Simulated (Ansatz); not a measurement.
# HF/STO-3G run of SiH2F2 (SMILES F[SiH2]F)

Aim: the vertical ionisation energy of SiH2F2 at HF/STO-3G, from 2 runs. 

The results are computed with Ansatz 0.2.0.

53 further runs of the same task are left out: 53 set aside as unsound or not needed.

**1. The structure to begin with**

The species is SiH2F2 (5 atoms), meant as a singlet with charge 0. SMILES: `F[SiH2]F`. The shape is that of a PBE0-D4/def2-TZVP optimisation.

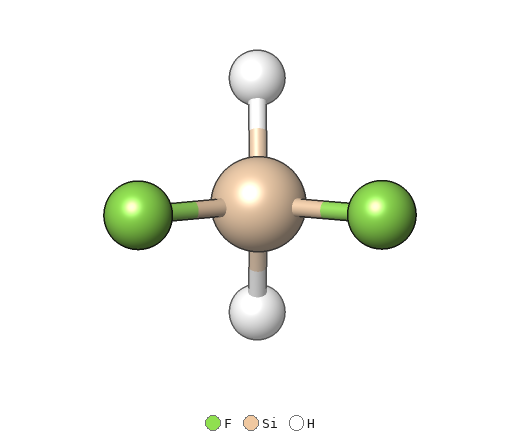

The structure, seen from a chosen angle (fluorine green, silicon light orange, hydrogen white).

**2. The energy at HF/STO-3G**

in.yaml

```yaml
crystal:
  periodic: [false, false, false]
  atoms:
    - {symbol: F, position_ang: [-1.079010, 0.538200, 0.980720]}
    - {symbol: Si, position_ang: [-0.005220, -0.000540, -0.054090]}
    - {symbol: F, position_ang: [1.247630, -0.520590, 0.766910]}
    - {symbol: H, position_ang: [-0.590470, -1.138740, -0.786300]}
    - {symbol: H, position_ang: [0.427070, 1.121680, -0.907250]}
basis:
  gaussian:
    orbitals: STO-3G
accuracy: high
output:
  orbitals: {seedname: orbitals}
hamiltonian:
  xc: hf
```

Started as:

```
$ ansatz run in.yaml --threads 1 --pin off --max-ram 3480MiB --events-out events.jsonl --progress --plain --runs-dir runs
```

Output:

```text
Warning: RAYON_NUM_THREADS=1 ignored (pool sized by the plan → 1); use --threads N
Functional definition: HF
  name "HF"
  exchange = exact_x
  correlation = 0
387 factors; integrals over basis functions are off by at most 3.0e-8 eV
mean field evaluation 1: about -13137.2393 eV, gradient 2.2e1 eV
mean field evaluation 2: about -13137.2813 eV, gradient 2.2e1 eV
mean field evaluation 4: about -13139.5031 eV, gradient 1.2e0 eV
mean field evaluation 8: about -13139.5129 eV, gradient 3.5e-6 eV
mean field -13139.51293709 eV, -482.8681941564 hartree, gradient 5.9e-9 eV, S^2 0.000000; 0 other end points of the search recorded, 0 dependent functions left out
reference -13139.51293709 eV, -482.8681941564 hartree; 17, 17 occupied and 4, 4 virtual orbitals, 387 factors
Total energy: -13139.51293709 eV, -482.8681941564 hartree
```

Wall time 0.1 s (1 thread of Intel Xeon 6975P-C (Granite Rapids), shared host).

**3. The doublet cation at the same level**

Changes to in.yaml since step 2:

```diff
@@ -1 +1,3 @@
+basis:
+  gaussian: {orbitals: STO-3G}
 crystal:
@@ -8,9 +10,6 @@
     - {symbol: H, position_ang: [0.427070, 1.121680, -0.907250]}
-basis:
-  gaussian:
-    orbitals: STO-3G
+total_charge: 1
+magnetization: {spin_polarized: true, initial_magnetization: 1}
+hamiltonian: {xc: hf}
 accuracy: high
-output:
-  orbitals: {seedname: orbitals}
-hamiltonian:
-  xc: hf
+output: {orbitals: {seedname: orbitals}}
```

Started as:

```
$ ansatz run in.yaml --threads 1 --pin off --max-ram 3480MiB --events-out events.jsonl --progress --plain --runs-dir runs
```

Output, cut to the lines that bear on the results:

```text
Warning: RAYON_NUM_THREADS=1 ignored (pool sized by the plan → 1); use --threads N
[... 2 set-up lines as earlier in the session ...]
[...]
387 factors; integrals over basis functions are off by at most 3.0e-8 eV
[...]
mean field -13130.72661009 eV, -482.5453025945 hartree, gradient 2.5e-8 eV, S^2 0.755188; 8 other end points of the search recorded, 0 dependent functions left out
reference -13130.72661009 eV, -482.5453025945 hartree; 17, 16 occupied and 4, 5 virtual orbitals, 387 factors
Total energy: -13130.72661009 eV, -482.5453025945 hartree
```

Run time: 0.34 s. Hardware: 1 thread of Intel Xeon 6975P-C (Granite Rapids), shared host.

**4. Outcome**

At HF/STO-3G:

| quantity | value |
| --- | --- |
| singlet SiH2F2: total energy | -482.86819 Eh |
| singlet SiH2F2: HOMO energy | -10.35 eV |
| singlet SiH2F2: LUMO energy | 13.01 eV |
| singlet SiH2F2: HOMO–LUMO gap | 23.37 eV |
| doublet cation: total energy | -482.54530 Eh |
| doublet cation: HOMO energy (highest over α and β) | -18.07 eV |
| doublet cation: LUMO energy (lowest over α and β) | -6.40 eV |
| doublet cation: ⟨S²⟩ | 0.755 |
| vertical ionisation energy (to the doublet cation) | 8.786 eV |

**Reading.** The vertical ionisation energy comes to 8.79 eV (203 kcal/mol). The negative HOMO energy of the first species, 10.35 eV, lies 1.57 eV above that difference. In a minimal basis such a difference can be off by several eV, whatever the method.
